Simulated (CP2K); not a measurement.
Band structure of ZrHg3 (Pm-3m, 4 atoms in the cell).

```
CELL_PARAMETERS angstrom
      4.41774     0.00000     0.00000
      0.00000     4.41774     0.00000
      0.00000     0.00000     4.41774
ATOMIC_POSITIONS crystal
  Zr 0.00000 0.00000 0.00000
  Hg 0.50000 0.50000 0.00000
  Hg 0.00000 0.50000 0.50000
  Hg 0.50000 0.00000 0.50000
```

Method: LDA (Pade form), GPW, DZVP-MOLOPT-SR-GTH basis, GTH-PADE potentials (GTH_POTENTIALS) in CP2K 2026.2.

Settings: CUTOFF = 500 Ry; REL_CUTOFF = 40 Ry; SMEAR/METHOD = GAUSSIAN; SIGMA = 0.1 eV; KPOINTS/SCHEME = MONKHORST-PACK 8 8 8; GAMMA_CENTERED = T; XC_FUNCTIONAL = PADE; Zr/BASIS_SET = DZVP-MOLOPT-SR-GTH-q12; Zr/POTENTIAL = GTH-PADE-q12; Hg/BASIS_SET = DZVP-MOLOPT-SR-GTH-q12; Hg/POTENTIAL = GTH-PADE-q12; METHOD = GPW; EPS_DEFAULT = 1e-10; EXTRAPOLATION = USE_GUESS.

The starting cell comes from a database of computed structures (which also holds hypothetical and non-ambient phases and stackings), without a prior relaxation at this level. Spin-orbit coupling is off. Values carry the incompleteness of an atom-centred basis.

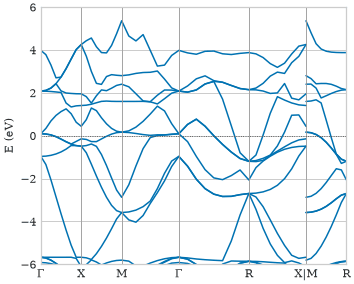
Fig. 1. Bands along the path, energies from the Fermi level.

Levels in eV from the Fermi level, bands 21 to 26:
```
point     21     22     23     24     25     26
-----  -----  -----  -----  -----  -----  -----
Γ      -0.96  -0.96   0.09   0.09   0.09   2.08
X      -5.67  -0.49  -0.49  -0.15   0.44   1.41
M      -3.58  -3.58  -2.87   0.17   0.17   1.60
R      -2.70  -2.70  -2.06  -1.19  -1.19  -1.19
```

Bands cross the Fermi level along this path, so the cell is metallic at this level.

Higher empty bands are left out: an atom-centred basis made for the valence describes them poorly.
